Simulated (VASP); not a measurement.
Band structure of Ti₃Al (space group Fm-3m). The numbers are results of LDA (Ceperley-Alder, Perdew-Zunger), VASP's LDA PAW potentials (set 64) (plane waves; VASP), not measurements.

The run has a spin-polarised start.

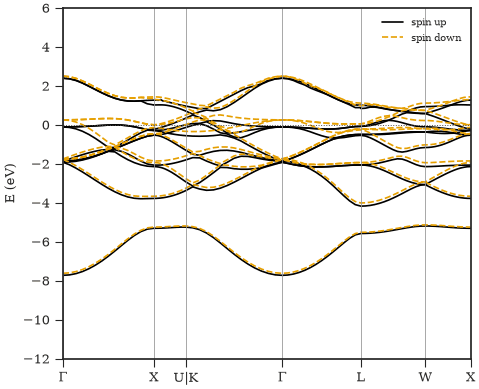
Figure. Bands along high-symmetry lines, zero at the valence-band maximum or, without a gap, the Fermi level

### Question
Read the plot: is there a gap, and where are the band edges?

### Answer
It has no gap at this level: it comes out as a metal or semimetal. (Edges off the drawn lines would not show.)

The structure comes from a computed database's Ti3Al entry (Fm-3m); how it stands against other phases isn't given here. It was relaxed first, which changed the volume by -8 %.
